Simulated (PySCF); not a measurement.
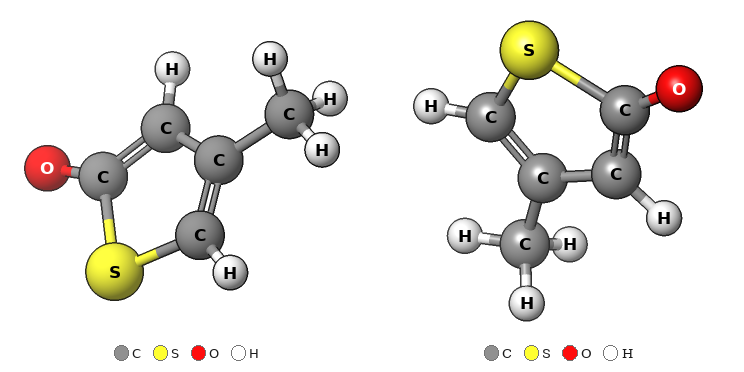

Both panels show the same species.

The species has charge −1 and is a spin singlet. Computed geometry: GFN2-xTB optimisation. No frequency run is at hand to confirm it as a minimum.

Question: Give the formula.

Answer: C₅H₅OS⁻, 12 atoms: 5 carbon, 5 hydrogen, 1 oxygen and 1 sulfur.

Question: Does it have rings?

Answer: Independent rings (smallest set): 1 of 5 members, 1 of them aromatic.

Question: Count the bonded pairs by element.

Answer: 5 C–H, 4 C–C, 2 C–S, 1 C–O.

More results for the same structure follow; atom numbers are the same in all pictures, views and colours differ.

Geometry

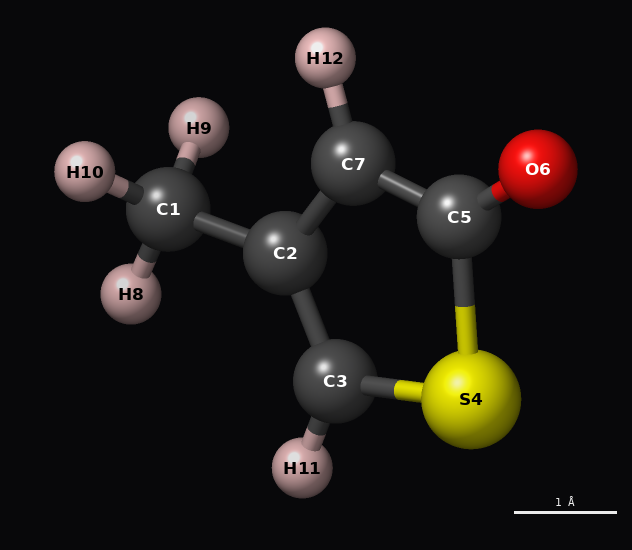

The atoms are numbered. No frequency run is at hand to confirm it as a minimum.

Question: What is the geometry at C5?

Answer: C5 has 3 neighbours (S4 at 1.87, O6 at 1.23, C7 at 1.38 Å); the arrangement is trigonal planar.

Question: Describe the coordination of atom 7.

Answer: C7 has 3 neighbours (C2 at 1.41, C5 at 1.38, H12 at 1.08 Å); the arrangement is trigonal planar.

Question: Describe the coordination of atom 2.

Answer: C2 has 3 neighbours (C1 at 1.50, C3 at 1.36, C7 at 1.41 Å); the arrangement is trigonal planar.

Question: Describe the coordination of atom 1.

Answer: C1 has 4 neighbours (C2 at 1.50, H8 at 1.09, H9 at 1.09, H10 at 1.09 Å); the arrangement is tetrahedral.

Question: What is the dihedral angle O6–C5–C7–C2?

Answer: 180° in size, that is anti.

Charges

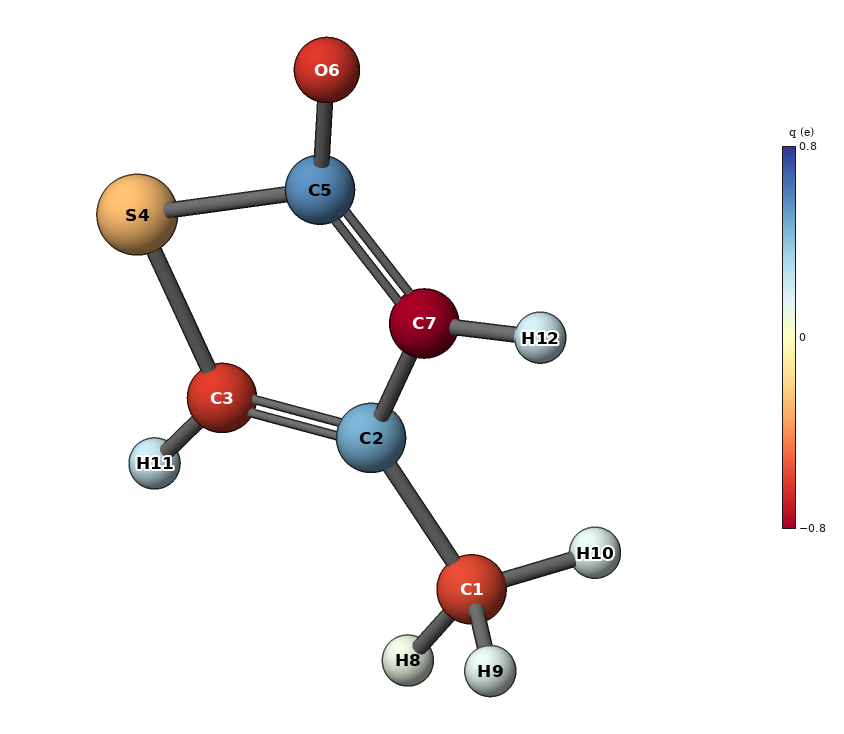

Atoms are coloured by their ESP-fitted charges. No frequency run is at hand to confirm it as a minimum. Method: PBE0/pcSseg-1, gas phase (PySCF 2.14.0).

Question: Which atom carries the highest charge (most positive or least negative)?

Answer: C5 (0.55 e).

Question: And the lowest?

Answer: C7 (−0.79 e).

Give the ESP-fitted charges atom by atom.

```
atom  value (e)
  C1      −0.56
  C2       0.47
  C3      −0.60
  S4      −0.27
  C5       0.55
  O6      −0.62
  C7      −0.79
  H8       0.11
  H9       0.14
 H10       0.14
 H11       0.23
 H12       0.21
```

Electronic properties

No frequency run is at hand to confirm it as a minimum. Level of theory: PBE0/def2-SVPD, gas phase (PySCF 2.14.0).

Question: What is the HOMO energy (Kohn–Sham orbital)?

Answer: −0.24 eV.

Question: What is the mean static polarisability?

Answer: 94.9 bohr³.

NMR shielding

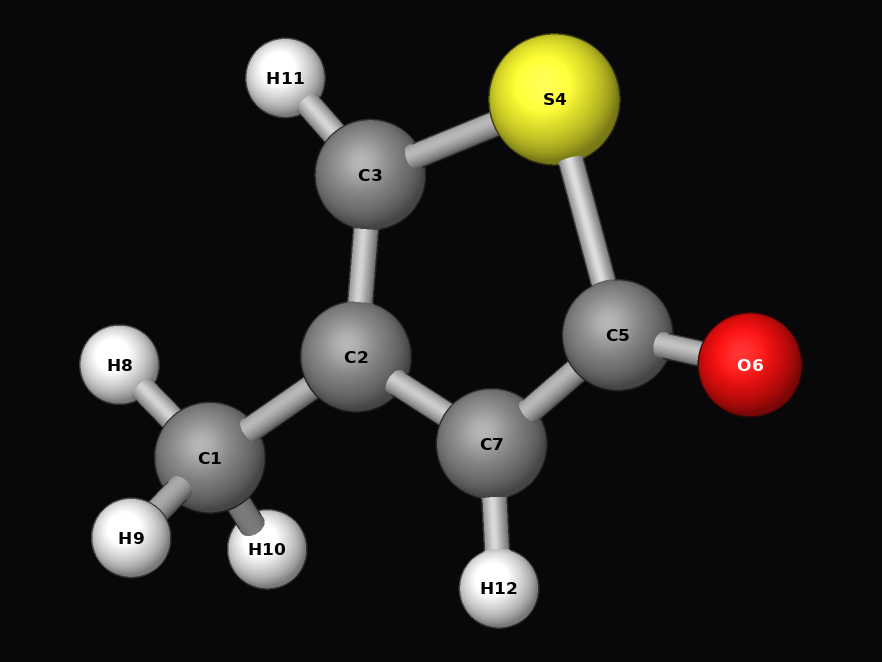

No frequency run is at hand to confirm it as a minimum. Properties computed with GIAO PBE0/pcSseg-1 NMR shielding, non-relativistic, gas phase (PySCF 2.14.0). Principal shieldings σ11 ≤ σ22 ≤ σ33, span Ω = σ33 − σ11, skew κ = 3(σiso − σ22)/Ω.

Question: Which C atom has the most anisotropic shielding?

Answer: C2, with a span of 190 ppm.

Give the shielding tensors of the C atoms.

```csv
atom,σ11,σ22,σ33,σiso,Ω,κ
C1,150.5,157.5,189.7,165.9,39.2,0.64
C2,−38.2,48.0,151.9,53.9,190.1,0.09
C3,18.9,128.4,137.9,95.1,119.0,−0.84
C5,−64.2,25.9,37.6,−0.2,101.8,−0.77
C7,58.4,116.7,133.3,102.8,74.8,−0.56
```

Shieldings and span in ppm.
